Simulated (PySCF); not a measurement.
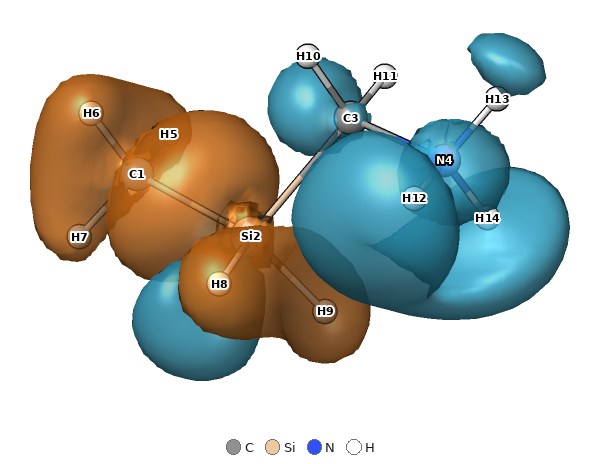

Figure 1: C₂H₁₀NSi, charge +1, SMILES `C[SiH2]C[NH3+]`. Unrelaxed difference density of S₃ less the ground state (TDA singlet states), ±0.015 e/Å³; light blue: gain, orange: loss.

PySCF calculation, CAM-B3LYP/cc-pVDZ, gas phase; geometry: GFN2-xTB. No frequency check shows the geometry to be a minimum. Without diffuse functions Rydberg states are missing, so the states' numbers hold for this basis only.

Question: How does the charge move on excitation?

Answer: 0.81 e is displaced in all, of which about 0.6 e passes between atoms: C1 (0.35 e) and Si2 (0.09 e) lose electrons and H12 and H14 (0.13 e each) and N4 (0.12 e) gain them. The state: 8.50 eV (146 nm), f = 0.142 (bright), σ → σ*, charge transfer; the leading pair carries 97 %; hole on C1 (39 %), Si2 (30 %) and H8 and H9 (6 % each), electron on Si2 (21 %), N4 (14 %) and H12 and H14 (14 % each); their centroids lie 2.5 Å apart.

Cost of the run: 5.7 min on 1 thread of Arm Neoverse V1, with other jobs on the host, peak memory 0.65 GiB.
